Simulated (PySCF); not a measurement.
**C₃H₅FSSi: electronic excitations and core binding energies**

Aim: predict the electronic excitations and core binding energies of C₃H₅FSSi (`C=C1[SiH2][C@H](F)S1`).

Computed with PySCF 2.14.0, with density-fitted response routines of our own, on a single molecule in the gas phase. Atoms are numbered from 0 throughout.

## 1. The molecule as given

11 atoms, charge 0, multiplicity 1; geometry from: GFN2-xTB.

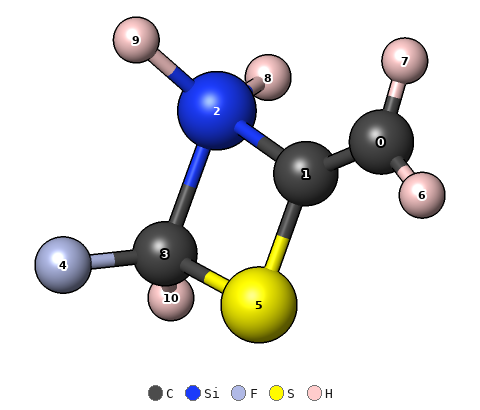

As it starts; carbon dark grey, silicon blue, fluorine light blue, sulfur yellow, hydrogen pink, atoms numbered.

## 2. Excited states and response: PBE0/def2-SVPD

What the job is given:

```
{"job": {"kind": "uv", "xc": "PBE0", "basis": "def2-SVPD", "nstates": 8, "ntriplets": 3}, "charge": 0, "multiplicity": 1}
C     -2.140733    -0.260029     0.305081
C     -0.819938    -0.231099     0.201096
Si     0.478807     0.983056    -0.447764
C      1.662367    -0.457993     0.095963
F      2.318811    -1.056797    -0.951333
S      0.301347    -1.510691     0.737163
H     -2.666014    -1.096477     0.735253
H     -2.737700     0.565685    -0.043306
H      0.674512     2.183969     0.359511
H      0.521448     1.182149    -1.890662
H      2.412518    -0.299101     0.873034
```

Method: TDDFT PBE0/def2-SVPD, vertical, gas phase, core orbitals frozen in the response.

Command:

```bash
OMP_NUM_THREADS=1 python probes_run.py task.json out
```

This one command runs all jobs of the session in turn.

What it wrote:

```text
coarse grid: 10696 points
cycle   1  E = -903.8000076019  dE =  6.571e-01  |g| = 4.611e-01  |ddm| = 4.956e+00
cycle   2  E = -903.7556761206  dE =  4.433e-02  |g| = 6.779e-01  |ddm| = 1.205e+00
cycle   3  E = -903.8444722338  dE = -8.880e-02  |g| = 6.434e-02  |ddm| = 7.325e-01
cycle   4  E = -903.8452902686  dE = -8.180e-04  |g| = 3.194e-02  |ddm| = 1.610e-01
cycle   5  E = -903.8455522316  dE = -2.620e-04  |g| = 1.102e-02  |ddm| = 6.101e-02
cycle   6  E = -903.8455807868  dE = -2.856e-05  |g| = 3.287e-03  |ddm| = 1.942e-02
cycle   7  E = -903.8455835855  dE = -2.799e-06  |g| = 3.332e-04  |ddm| = 6.196e-03
final grid: 95760 points
cycle   8  E = -903.9484085564  dE = -1.260e-05  |g| = 8.491e-03  |ddm| = 6.265e-02
cycle   9  E = -903.9483872176  dE =  2.134e-05  |g| = 1.236e-02  |ddm| = 2.806e-02
cycle  10  E = -903.9484270848  dE = -3.987e-05  |g| = 5.125e-04  |ddm| = 1.750e-02
cycle  11  E = -903.9484271482  dE = -6.346e-08  |g| = 2.249e-04  |ddm| = 1.552e-03
cycle  12  E = -903.9484271594  dE = -1.114e-08  |g| = 8.675e-05  |ddm| = 4.327e-04
cycle  13  E = -903.9484271614  dE = -2.053e-09  |g| = 1.876e-05  |ddm| = 1.444e-04
cycle  14  E = -903.9484271615  dE = -8.686e-11  |g| = 5.775e-06  |ddm| = 4.017e-05
converged SCF energy = -903.9484271615

Static polarisability (au): isotropic 82.583, principal 61.541 86.201 100.007

Singlet excitations
state   eV       nm        f      main configurations
  1   4.3423    285.5   0.00149   H->L 0.96
  2   5.2207    237.5   0.13458   H->L+1 0.93
  3   5.8703    211.2   0.00390   H-1->L 0.98
  4   6.0502    204.9   0.00616   H->L+2 0.90
  5   6.1696    201.0   0.00253   H-1->L+1 0.83, H->L+4 0.08
  6   6.2330    198.9   0.00054   H->L+4 0.56, H->L+3 0.23
  7   6.5027    190.7   0.00423   H->L+3 0.56, H->L+4 0.27
  8   6.5979    187.9   0.02118   H->L+5 0.86

Triplet excitations (Tamm-Dancoff, eV): 3.5027 4.0777 5.3736
```

Run time: 41 s. Hardware: 1 thread of Arm Neoverse N1, shared host; peak memory 0.7 GiB.

Frontier orbitals and where they lie:

```csv
orbital,eV,atoms
HOMO−3,-9.37,"C1 28 %, S5 25 %, C0 16 %"
HOMO−2,-8.89,"C1 22 %, Si2 18 %, F4 15 %"
HOMO−1,-8.26,"S5 35 %, C3 18 %, Si2 15 %"
HOMO,-6.68,"S5 46 %, C0 23 %, C1 18 %"
LUMO,-0.95,"Si2 26 %, S5 25 %, C3 13 %"
LUMO+1,-0.75,"C1 28 %, C0 26 %, S5 15 %"
LUMO+2,0.52,"Si2 36 %, S5 17 %, H8 14 %"
```

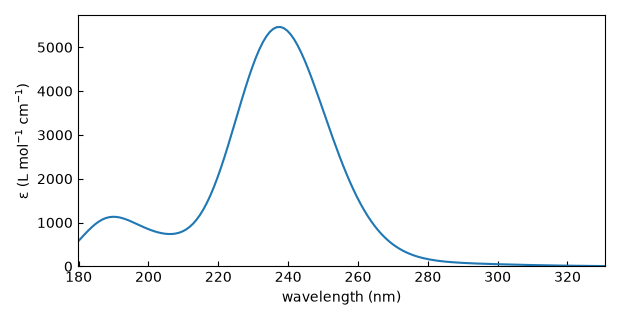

Absorption spectrum: each of the 8 states is a Gaussian band of 0.4 eV half-width at 1/e. Beyond the last state computed it falls off for lack of states.

Further results of this job:

```csv
property,computed
dipole moment (D),2.34
polarisability (Å³),12.24
HOMO–LUMO gap (eV),5.73
−ε(HOMO) (eV),6.68
```

## 3. Core holes by ΔSCF: SCAN, X2C

Settings changed since step 2:

```diff
@@ -1,2 +1,2 @@
-{"job": {"kind": "uv", "xc": "PBE0", "basis": "def2-SVPD", "nstates": 8, "ntriplets": 3}, "charge": 0, "multiplicity": 1}
+{"job": {"kind": "xps"}, "charge": 0, "multiplicity": 1}
 C     -2.140733    -0.260029     0.305081
```

With the program's defaults for keys left out, this is: delta-SCF UKS SCAN, pcX-2 on the ionised atom, pcseg-1 elsewhere, spin-free X2C.

What it wrote:

```text
ground state, core basis on atom 0 (C), 148 functions
  cycle   1  E = -906.27515471  |g| = 5.26e-01
  cycle   2  E = -906.17886120  |g| = 8.56e-01
  cycle   3  E = -906.33147568  |g| = 1.20e-01
  cycle   4  E = -906.33456629  |g| = 5.81e-02
  cycle   5  E = -906.33549398  |g| = 2.47e-02
  cycle   6  E = -906.33564044  |g| = 5.19e-03
  cycle   7  E = -906.33564684  |g| = 1.31e-03
  cycle   8  E = -906.33564867  |g| = 5.29e-04
  cycle   9  E = -906.33564724  |g| = 2.30e-04
  E(ground) = -906.38436885 Eh
hole in C 1s of atom 0
  cycle   1  E = -895.08830721  |g| = 1.51e+00
  cycle   2  E = -893.81951662  |g| = 2.04e+00
  cycle   3  E = -895.41853922  |g| = 6.38e-01
  cycle   4  E = -895.50184083  |g| = 5.36e-01
  cycle   5  E = -895.67725148  |g| = 9.25e-02
  cycle   6  E = -895.68031548  |g| = 5.02e-02
  cycle   7  E = -895.68156503  |g| = 1.19e-02
  cycle   8  E = -895.68164632  |g| = 5.74e-03
  cycle   9  E = -895.68167037  |g| = 3.06e-03
  cycle  10  E = -895.68167783  |g| = 1.35e-03
  cycle  11  E = -895.68168058  |g| = 6.52e-04
  cycle  12  E = -895.68167992  |g| = 5.31e-04
  cycle  13  E = -895.68168178  |g| = 1.98e-04
  E(ion) = -895.72995083 Eh   <S^2> = 0.7825   hole on atom = 1.000   binding energy = 289.921 eV
ground state, core basis on atom 1 (C), 148 functions
  cycle   1  E = -906.33775378  |g| = 6.27e-02
  cycle   2  E = -906.33695901  |g| = 6.02e-02
  cycle   3  E = -906.33743328  |g| = 4.40e-02
  cycle   4  E = -906.33797914  |g| = 7.02e-03
  cycle   5  E = -906.33799536  |g| = 1.82e-03
  cycle   6  E = -906.33799759  |g| = 2.81e-04
  E(ground) = -906.38674068 Eh
hole in C 1s of atom 1
  cycle   1  E = -895.05485163  |g| = 1.52e+00
  cycle   2  E = -893.51314130  |g| = 2.28e+00
  cycle   3  E = -895.52502454  |g| = 4.98e-01
  cycle   4  E = -895.52710564  |g| = 4.50e-01
  cycle   5  E = -895.62239417  |g| = 2.21e-01
  cycle   6  E = -895.65108482  |g| = 5.91e-02
  cycle   7  E = -895.65278527  |g| = 2.53e-02
  cycle   8  E = -895.65324832  |g| = 1.14e-02
  cycle   9  E = -895.65348043  |g| = 8.44e-03
  cycle  10  E = -895.65371295  |g| = 6.58e-03
  cycle  11  E = -895.65383578  |g| = 4.73e-03
  cycle  12  E = -895.65387605  |g| = 2.14e-03
  cycle  13  E = -895.65388100  |g| = 9.03e-04
  cycle  14  E = -895.65388172  |g| = 3.92e-04
  E(ion) = -895.70273018 Eh   <S^2> = 0.8666   hole on atom = 1.000   binding energy = 290.727 eV
ground state, core basis on atom 2 (Si), 159 functions
  cycle   1  E = -906.42962649  |g| = 2.86e-01
  cycle   2  E = -906.42942016  |g| = 4.66e-02
  cycle   3  E = -906.42813693  |g| = 7.92e-02
  cycle   4  E = -906.42976516  |g| = 1.57e-02
  cycle   5  E = -906.42981995  |g| = 3.69e-03
  cycle   6  E = -906.42982416  |g| = 5.36e-04
  cycle   7  E = -906.42982473  |g| = 1.26e-04
  E(ground) = -906.43668089 Eh
hole in Si 1s of atom 2
  cycle   1  E = -837.48146707  |g| = 4.35e+00
  cycle   2  E = -836.20634663  |g| = 2.54e+00
  cycle   3  E = -836.02414290  |g| = 1.87e+00
  cycle   4  E = -838.48552506  |g| = 3.30e-01
  cycle   5  E = -838.46970365  |g| = 3.66e-01
  cycle   6  E = -838.54348302  |g| = 7.70e-02
  cycle   7  E = -838.54605157  |g| = 4.29e-02
  cycle   8  E = -838.54705935  |g| = 1.93e-02
  cycle   9  E = -838.54726219  |g| = 3.48e-03
  cycle  10  E = -838.54726455  |g| = 2.15e-03
  cycle  11  E = -838.54726752  |g| = 5.40e-04
  cycle  12  E = -838.54726709  |g| = 2.49e-04
  E(ion) = -838.56292931 Eh   <S^2> = 0.7528   hole on atom = 1.000   binding energy = 1846.939 eV
hole in Si 2p of atom 2
  cycle   1  E = -902.13877956  |g| = 1.24e+00
  cycle   2  E = -900.71881868  |g| = 1.68e+00
  cycle   3  E = -902.09902706  |g| = 7.29e-01
  cycle   4  E = -902.45614306  |g| = 1.44e-01
  cycle   5  E = -902.45420485  |g| = 1.64e-01
  cycle   6  E = -902.46827461  |g| = 4.00e-02
  cycle   7  E = -902.46893669  |g| = 2.42e-02
  cycle   8  E = -902.46929803  |g| = 5.15e-03
  cycle   9  E = -902.46931152  |g| = 1.59e-03
  cycle  10  E = -902.46931322  |g| = 1.15e-03
  cycle  11  E = -902.46931402  |g| = 4.11e-04
  E(ion) = -902.48900964 Eh   <S^2> = 0.7541   hole on atom = 1.002   binding energy = 107.422 eV
  2p3/2 = 107.194 eV   2p1/2 = 107.817 eV
ground state, core basis on atom 3 (C), 148 functions
  cycle   1  E = -906.34147071  |g| = 6.36e-02
  cycle   2  E = -906.34143332  |g| = 3.49e-02
  cycle   3  E = -906.34156467  |g| = 2.95e-02
  cycle   4  E = -906.34171622  |g| = 8.18e-03
  cycle   5  E = -906.34172950  |g| = 2.25e-03
  cycle   6  E = -906.34173165  |g| = 5.31e-04
  cycle   7  E = -906.34173221  |g| = 1.15e-04
  E(ground) = -906.38933189 Eh
hole in C 1s of atom 3
  cycle   1  E = -894.99327016  |g| = 1.51e+00
  cycle   2  E = -891.44020868  |g| = 2.84e+00
  cycle   3  E = -894.98404265  |g| = 1.10e+00
  cycle   4  E = -895.48951951  |g| = 5.06e-01
  cycle   5  E = -895.56231508  |g| = 2.04e-01
  cycle   6  E = -895.57575305  |g| = 7.77e-02
  cycle   7  E = -895.57888384  |g| = 2.84e-02
  cycle   8  E = -895.57932367  |g| = 1.21e-02
  cycle   9  E = -895.57940991  |g| = 4.55e-03
  cycle  10  E = -895.57942320  |g| = 2.51e-03
  cycle  11  E = -895.57942921  |g| = 9.20e-04
  cycle  12  E = -895.57942929  |g| = 3.48e-04
  E(ion) = -895.62840096 Eh   <S^2> = 0.7816   hole on atom = 1.000   binding energy = 292.820 eV
ground state, core basis on atom 4 (F), 148 functions
  cycle   1  E = -906.38075259  |g| = 1.17e-01
  cycle   2  E = -906.38029607  |g| = 6.57e-02
  cycle   3  E = -906.38023270  |g| = 6.92e-02
  cycle   4  E = -906.38094820  |g| = 1.70e-03
  cycle   5  E = -906.38094990  |g| = 7.46e-04
  cycle   6  E = -906.38094930  |g| = 2.09e-04
  E(ground) = -906.43097755 Eh
hole in F 1s of atom 4
  cycle   1  E = -880.03059217  |g| = 2.58e+00
  cycle   2  E = -878.72578730  |g| = 2.58e+00
  cycle   3  E = -880.14789468  |g| = 1.11e+00
  cycle   4  E = -880.81087010  |g| = 4.83e-01
  cycle   5  E = -880.92893026  |g| = 1.22e-01
  cycle   6  E = -880.93149215  |g| = 1.04e-01
  cycle   7  E = -880.93729437  |g| = 1.55e-02
  cycle   8  E = -880.93741510  |g| = 6.47e-03
  cycle   9  E = -880.93743550  |g| = 3.21e-03
  cycle  10  E = -880.93744225  |g| = 5.59e-04
  cycle  11  E = -880.93744265  |g| = 2.48e-04
  E(ion) = -880.99408751 Eh   <S^2> = 0.7584   hole on atom = 1.000   binding energy = 692.173 eV
ground state, core basis on atom 5 (S), 159 functions
  cycle   1  E = -906.48441933  |g| = 4.09e-01
  cycle   2  E = -906.48319485  |g| = 1.04e-01
  cycle   3  E = -906.47969228  |g| = 1.70e-01
  cycle   4  E = -906.48511705  |g| = 1.23e-02
  cycle   5  E = -906.48512993  |g| = 9.70e-03
  cycle   6  E = -906.48516056  |g| = 6.89e-04
  cycle   7  E = -906.48516090  |g| = 2.13e-04
  E(ground) = -906.51901694 Eh
hole in S 1s of atom 5
  cycle   1  E = -814.23122963  |g| = 5.08e+00
  cycle   2  E = -813.70230554  |g| = 2.54e+00
  cycle   3  E = -812.74131892  |g| = 1.98e+00
  cycle   4  E = -815.35427014  |g| = 4.12e-01
  cycle   5  E = -815.41525695  |g| = 2.82e-01
  cycle   6  E = -815.45723160  |g| = 8.79e-02
  cycle   7  E = -815.45952562  |g| = 4.64e-02
  cycle   8  E = -815.46047202  |g| = 1.51e-02
  cycle   9  E = -815.46056675  |g| = 7.23e-03
  cycle  10  E = -815.46059190  |g| = 1.50e-03
  cycle  11  E = -815.46059127  |g| = 6.41e-04
  cycle  12  E = -815.46059242  |g| = 2.52e-04
  E(ion) = -815.48611147 Eh   <S^2> = 0.7518   hole on atom = 1.000   binding energy = 2477.132 eV
hole in S 2p of atom 5
  cycle   1  E = -899.79216388  |g| = 1.53e+00
  cycle   2  E = -899.06091465  |g| = 1.70e+00
  cycle   3  E = -899.98600214  |g| = 6.96e-01
  cycle   4  E = -900.21845276  |g| = 2.45e-01
  cycle   5  E = -900.23126571  |g| = 1.67e-01
  cycle   6  E = -900.24581942  |g| = 4.79e-02
  cycle   7  E = -900.24687104  |g| = 1.44e-02
  cycle   8  E = -900.24693384  |g| = 7.38e-03
  cycle   9  E = -900.24696063  |g| = 1.57e-03
  cycle  10  E = -900.24696283  |g| = 8.30e-04
  cycle  11  E = -900.24696400  |g| = 4.94e-04
  E(ion) = -900.28804899 Eh   <S^2> = 0.7539   hole on atom = 1.001   binding energy = 169.553 eV
  2p3/2 = 169.306 eV   2p1/2 = 170.553 eV
```

It took 2.1 min on 1 thread of Arm Neoverse N1, shared host; peak memory 0.45 GiB.

The holes in one table. −ε is the ground-state orbital energy:

```csv
hole,stands for,environment,ΔSCF (eV; 2p as the shell's mean),−ε (eV),⟨S²⟩
C1s on C0,C0,terminal =CH2 carbon,289.92,273.7,0.782
C1s on C1,C1,fully substituted alkene carbon,290.73 (doubtful),274.7,0.867
Si1s on Si2,Si2,"silicon bonded to 2 C, 2 H, in a 4-membered ring",1846.94,1794.0,0.753
Si2p on Si2,Si2,"silicon bonded to 2 C, 2 H, in a 4-membered ring",107.40,96.8,0.754
C1s on C3,C3,sp3 CH bonded to F and S and Si,292.82,276.4,0.782
F1s on F4,F4,fluorine on an sp3 carbon,692.17,666.6,0.758
S1s on S5,S5,sulfide sulfur,2477.13,2415.4,0.752
S2p on S5,S5,sulfide sulfur,169.72,158.5,0.754
```

Doubtful: the ion did not converge, its hole moved, or its ⟨S²⟩ is well above 0.75.

With the spin-orbit splitting: Si2 2p3/2 107.19, 2p1/2 107.82 eV; S5 2p3/2 169.31, 2p1/2 170.55 eV. The table gives each 2p level as the mean over the whole 2p shell (two parts 2p3/2, one part 2p1/2), which differs a little from the single hole in the log.

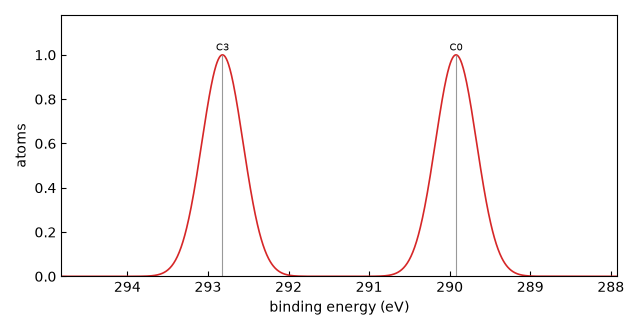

The C1s photoelectron lines, weighted by the number of atoms. Only 2 of the 3 C atoms are covered by sound results. Lines are broadened to a width of 0.60 eV (Gaussian).

## 4. Summary of results

| quantity | value |
| --- | --- |
| lowest singlet (PBE0/def2-SVPD) | 4.34 eV (286 nm), f = 0.001 |
| brightest single state of those computed | state 2, 5.22 eV, f = 0.135 |
| lowest triplet | 3.50 eV |
| C1s binding energies, SCAN/pcX-2 (standing for 2 of 3 atoms) | C3 292.82, C0 289.92 eV |
| Si1s binding energies, SCAN/pcX-2 | Si2 1846.94 eV |
| Si2p binding energies, SCAN/pcX-2 | Si2 107.40 eV |
| F1s binding energies, SCAN/pcX-2 | F4 692.17 eV |
| S1s binding energies, SCAN/pcX-2 | S5 2477.13 eV |
| S2p binding energies, SCAN/pcX-2 | S5 169.72 eV |

What this shows: The lowest singlet, at 4.34 eV, is HOMO→LUMO 0.96 and is weak; of the 8 states computed, the strongest absorption comes from state 2 at 5.22 eV. The lowest triplet lies 0.84 eV below the lowest singlet (triplets in Tamm-Dancoff, singlets in full TDDFT). The C1s levels kept as sound span 2.90 eV, from C0 (terminal =CH2 carbon) up to C3 (sp3 CH bonded to F and S and Si). Only 2 of the 3 C atoms are covered by sound results.
